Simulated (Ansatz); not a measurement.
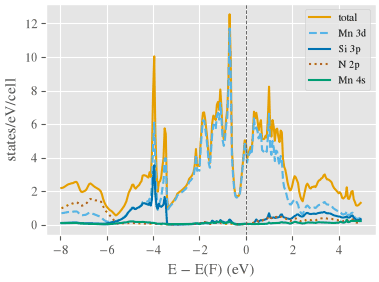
Figure: Total and projected density of states of Mn$_{3}$SiN (anti-perovskite, space group No. 221), PBE in the plane-wave PAW code Ansatz

Q: Which orbitals carry the states next to the Fermi level?

A: Within 0.5 eV of the Fermi level: Mn 3d 94 %. Projections are on Löwdin-orthogonalised atomic valence shells; empty p or d shells of many metals are not among them.

Q: Where is the tallest occupied peak in this window, and what makes it?

A: Near -0.7 eV, about 13 states/eV per cell; the largest projected share is Mn 3d.

Space group Pm-3m (anti-perovskite). The start of the workflow was typed in or built on a structure type; neither database checked (COD, Materials Project) lists it. Its standing as an ambient phase is unchecked. Symmetry was held in the PBE relaxation; its stability against distortions is not shown here. The final state is ferromagnetic, chosen from 4 collinear starts compared on coarse meshes (ties went to the first, and starts can fall back to one state), not a proven ground state. The volume moved by -16 % from the start of the relaxation. No Hubbard U is applied.

Potentials: the later of the program's two PAW sets.
